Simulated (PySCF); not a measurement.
C₈H₈OS, SMILES CSc1ccccc1C=O at its GFN2-xTB optimised geometry (Å):

```
18

C     -2.7273    -1.6918    -0.0519
S     -0.9673    -2.1424    -0.0021
C     -0.1244    -0.5957     0.0000
C     -0.7949     0.6224     0.0029
C     -0.0915     1.8132     0.0033
C      1.2955     1.8197     0.0011
C      1.9712     0.6181     0.0000
C      1.2826    -0.5957     0.0000
C      2.0542    -1.8393    -0.0010
O      3.2576    -1.9101    -0.0021
H     -3.0027    -1.1421     0.8429
H     -3.2576    -2.6392    -0.0767
H     -2.9448    -1.1263    -0.9529
H     -1.8720     0.6584     0.0061
H     -0.6378     2.7449     0.0058
H      1.8360     2.7535     0.0008
H      3.0502     0.5781    -0.0009
H      1.4287    -2.7535    -0.0003
```

Method: CAM-B3LYP/def2-SVP run with PySCF 2.14.0. Cells within 0.4 Å of a nucleus heavier than hydrogen are left out (blank, or x).

Map of the log10 of the electron density (e/bohr³), floored at −4 on the plane z = 0.0 Å:

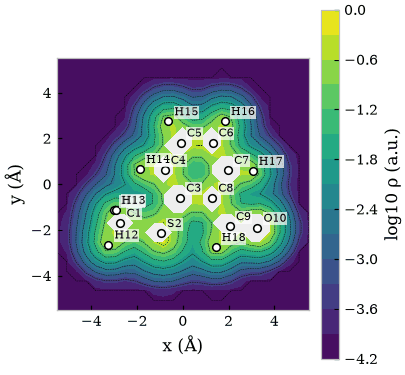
Figure: Log10 of the electron density (e/bohr³), floored at −4 on the plane z = 0.0 Å.
